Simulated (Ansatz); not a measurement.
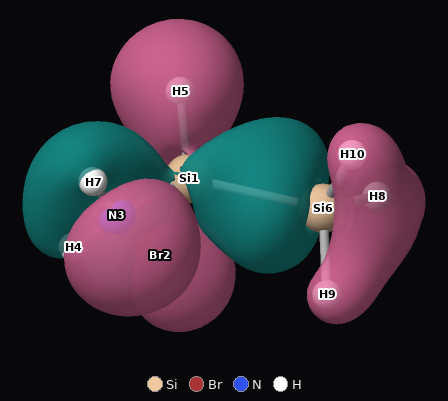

The picture shows: BrH6NSi2. The HOMO at ±0.06 Å⁻³ᐟ² (teal and pink are the two phases), seen from one side.

Not at a stationary point (largest force 0.7 eV/Å).

Method: RKS PBE0-D4/def2-SVP (Ansatz).

The calculation's input:

```
crystal:
  periodic: [false, false, false]
  atoms:
    - { symbol: Si, position_ang: [-0.3692, -0.0882, -0.6245] }
    - { symbol: Br, position_ang: [1.9173, 0.8431, -1.7174] }
    - { symbol: "N", position_ang: [0.4346, -1.5516, -0.8314] }
    - { symbol: H, position_ang: [1.5016, -1.0948, -1.4854] }
    - { symbol: H, position_ang: [-1.2654, 0.4516, -1.6582] }
    - { symbol: Si, position_ang: [-0.5265, 0.8237, 1.4962] }
    - { symbol: H, position_ang: [0.0718, -2.4528, -1.0935] }
    - { symbol: H, position_ang: [-0.5434, 2.288, 1.4409] }
    - { symbol: H, position_ang: [0.5675, 0.411, 2.375] }
    - { symbol: H, position_ang: [-1.7883, 0.3698, 2.0984] }
basis:
  gaussian: { orbitals: def2-SVP }
hamiltonian:
  xc: pbe0
  dispersion: d4
relax:
  f_tol: 0.15
  max_steps: 25
  restrain:
    - { distance: [3, 1], at: 2.81, k: 30.0 }
    - { distance: [0, 1], at: 2.31, k: 30.0 }
    - { distance: [3, 2], at: 1.02, k: 30.0 }
output:
  orbitals: {}
```

Command:

```sh
ansatz run input.yaml --threads 2 --pin off --max-ram 3072MiB --backend cpu --events-out ev --progress --plain --runs-dir out
```

The fields are those of the run's last geometry, not of the input's.

Q: What is the character of this orbital?

A: By Hirshfeld shares it lies mainly on N3 (about 40 %), Si1 (about 15 %), Si6 (about 15 %), H5 (about 10 %) and Br2 (about 5 %). Its energy is −7.33 eV.
